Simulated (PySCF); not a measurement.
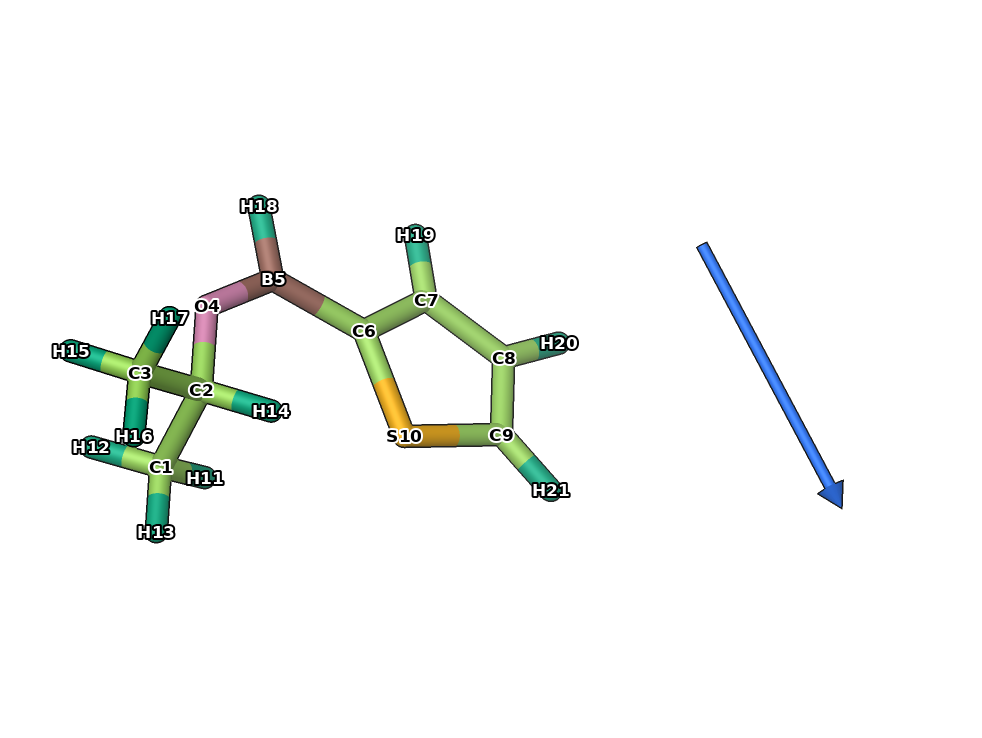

The arrow beside the molecule shows the direction of the dipole moment, from the negative to the positive end (its length means nothing). Computed geometry: GFN2-xTB optimisation. No frequency run is at hand to confirm it as a minimum. Properties computed with PBE0/pcSseg-1, gas phase (PySCF 2.14.0).

> Estimate the dipole moment.

1.79 D; it points from the side of H18 to the side of H21 (the outermost atoms at the two ends).

The geometry is semi-empirical. Around B such bond lengths and angles can be off by a tenth of an ångström or more and by several degrees, and values that hang on the shape move with them.
